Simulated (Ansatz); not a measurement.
**BrH3Sn···HF: density, localisation and related maps**

Input

```
crystal:
  periodic: [false, false, false]
  atoms:
    - { symbol: Sn, position_ang: [-0.307484, -0.45523, -0.839412] }
    - { symbol: Br, position_ang: [1.429342, -1.408931, 0.81249] }
    - { symbol: H, position_ang: [-0.495358, -1.670461, -2.048201] }
    - { symbol: H, position_ang: [-1.742957, -0.208798, 0.074311] }
    - { symbol: H, position_ang: [0.387059, 0.986038, -1.469003] }
    - { symbol: H, position_ang: [0.652775, 1.058792, 1.895541] }
    - { symbol: F, position_ang: [0.076722, 1.69869, 1.574274] }
basis:
  gaussian: { orbitals: def2-SVP }
hamiltonian:
  xc: pbe
relax:
  f_tol: 0.03
  max_steps: 50
output:
  orbitals: {}
```

Command:

```sh
ansatz run input.yaml --threads 2 --pin off --max-ram 3072MiB --backend cpu --events-out ev --progress --plain --runs-dir out
```

The fields are those of the relaxed geometry.

Core potentials replace the inner electrons of Sn.

All numbers below come from Ansatz, RKS PBE/def2-SVP.

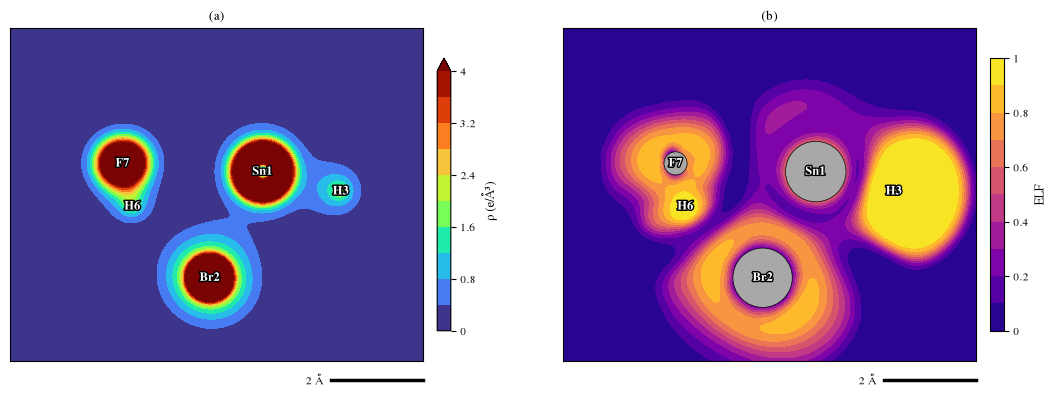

Figure 1. (a) electron density; (b) electron localisation function on the plane of atoms Br2, Sn1 and H3. Grey discs cover the atomic cores in the ELF map.

Question: Describe what can be read from this map.

Answer:
- The plane passes through Sn, Br, H and F nuclei.
- Br2···H6 (2.28 Å): the density falls to about 0.18 e/Å³ on the way; the ELF dips to about 0.15 between them.
- Sn–Br (2.57 Å): the density is about 0.44 e/Å³ at the midpoint; the ELF peaks at about 0.75 in the valence shell of Br, 1.0 Å from its nucleus, and drops to about 0.15 between the two atoms.
- F–H (0.95 Å): ρ is about 4.3 e/Å³ halfway; the ELF climbs to about 1 towards the hydrogen, as it does in any bond to H; an ordinary covalent bond to hydrogen.
- Sn–H (1.73 Å): the density is about 1.1 e/Å³ at the midpoint; the ELF climbs to about 1 towards the hydrogen.
- The ELF also peaks beside Br2 and F7, away from the bonds: lone-pair regions.

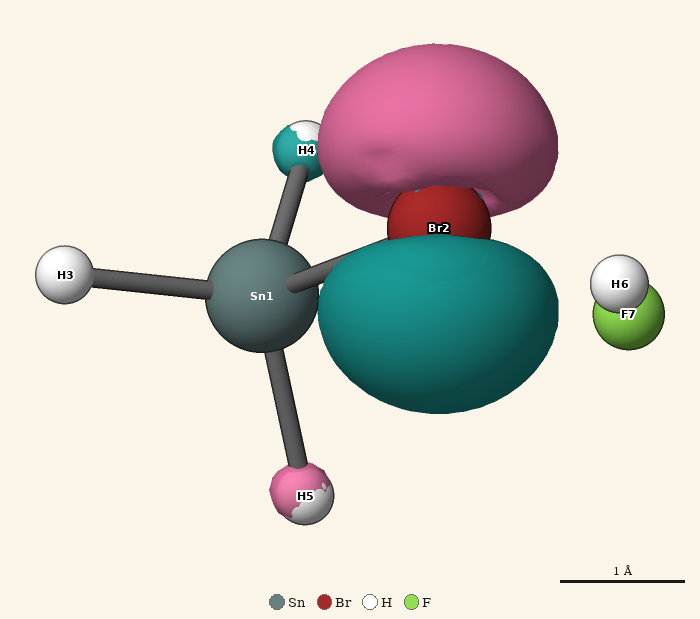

Figure 2. The HOMO at ±0.2 Å⁻³ᐟ² (teal and pink are the two phases), seen from one side.

Question: Where does this orbital lie, and at what energy?

Answer: By Hirshfeld shares it lies mainly on Br2 (about 85 %) and Sn1 (about 5 %); largely a lone pair of Br2. Its energy is −7.06 eV.

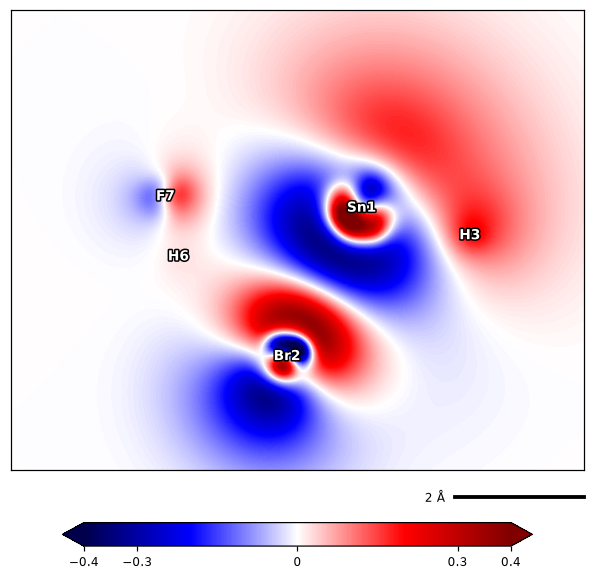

Figure 3. One frontier orbital on the plane of atoms Br2, Sn1 and H3 (values in Å⁻³ᐟ²; the overall sign is arbitrary).

Question: Which orbital is it: HOMO or LUMO?

Answer: The LUMO, at −2.19 eV. By Hirshfeld shares it lies mainly on Sn1 (about 50 %) and Br2 (about 30 %).
